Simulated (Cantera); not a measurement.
Feed: 1 mol TEOS, 0.16 mol N2O, equilibrated at 3.60 Torr.

Equilibrium computed with Cantera from the NASA thermochemical tables; the gas is ideal and each condensed phase is pure. Candidate condensed phases: C, C6H6, C7H8, C8H18, H2O, Si, SiC, SiO2, Si2N2O, Si3N4; 151 gas species. The feed counts by its element totals alone. Mutual solubility and eutectic melting of coexisting phases are not modelled. The tables hold silica as quartz up to 1696 K and as liquid above; real silica turns to tridymite and cristobalite and melts near 1996 K. Rates play no part.

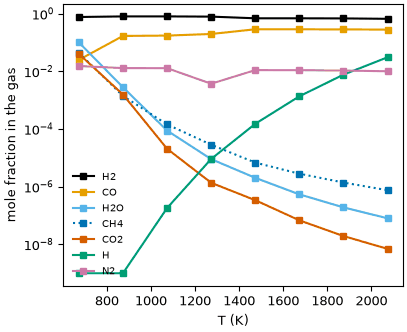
*Equilibrium gas composition (values under 1e-9 drawn at 1e-9)*

Question: Read off the mole fractions at 673 K.

Answer: H2 about 0.77, H2O about 0.10, CH4 about 0.044, CO2 about 0.041, CO about 0.025, N2 about 0.015.
